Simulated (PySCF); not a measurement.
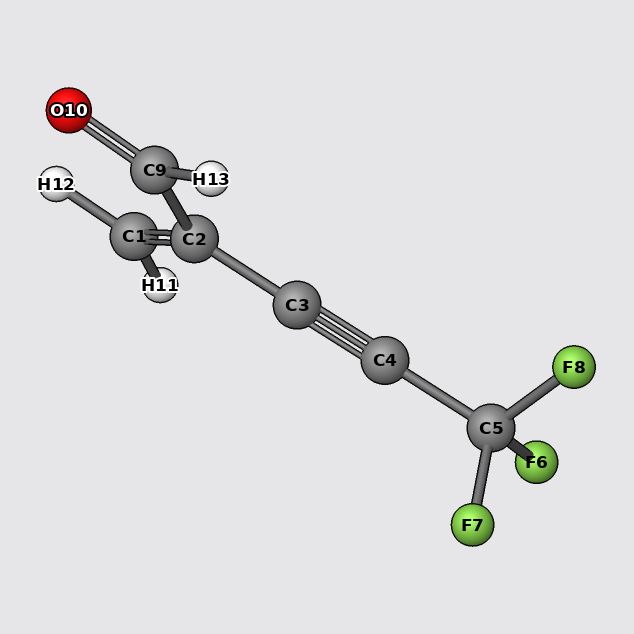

The questions are on isotropic NMR shieldings of the C atoms. The computed structure is the end point of a GFN2-xTB optimisation. No frequency run is at hand to confirm it as a minimum. Method: GIAO PBE0/pcSseg-1 NMR shielding, non-relativistic, gas phase (PySCF 2.14.0).

> Which C atom is the most shielded (lowest chemical shift)?

C4 (98.8 ppm).

> Which C atom is the least shielded (highest chemical shift)?

C9 (−3.8 ppm).

> How wide is the range of C shifts?

102.6 ppm.

List the isotropic NMR shieldings of the C atoms.

| atom | σ (ppm) |
| --- | --- |
| C1 | 36.7 |
| C2 | 56.1 |
| C3 | 94.5 |
| C4 | 98.8 |
| C5 | 62.6 |
| C9 | −3.8 |
